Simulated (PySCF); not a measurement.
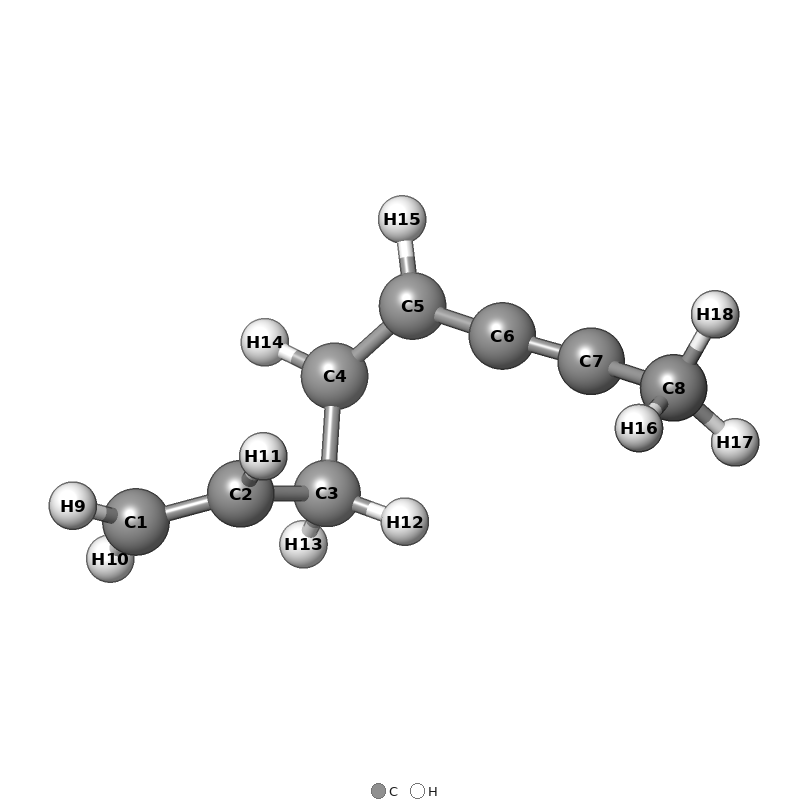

The species has charge −1 and is a spin doublet. Computed geometry: GFN2-xTB optimisation. No frequency run is at hand to confirm it as a minimum. Level of theory: UKS B3LYP, pcH-1 on C H, non-relativistic (PySCF 2.14.0).

Give the isotropic hyperfine couplings (Fermi-contact term alone) of C1, C2, C3, C4, C5, C6, C7, C8, H9, H10, H11, H12, H13, H14, H15, H16, H17, H18.

| atom | isotope | a_iso (MHz) |
| --- | --- | --- |
| C1 | 13C | 11.5 |
| C2 | 13C | 28.3 |
| C3 | 13C | −13.2 |
| C4 | 13C | 39.1 |
| C5 | 13C | 5.7 |
| C6 | 13C | −12.2 |
| C7 | 13C | 47.6 |
| C8 | 13C | 21.9 |
| H9 | 1H | −7.8 |
| H10 | 1H | −10.2 |
| H11 | 1H | −5.5 |
| H12 | 1H | 14.2 |
| H13 | 1H | 26.2 |
| H14 | 1H | −22.7 |
| H15 | 1H | −13.0 |
| H16 | 1H | 36.8 |
| H17 | 1H | 27.5 |
| H18 | 1H | 1.9 |
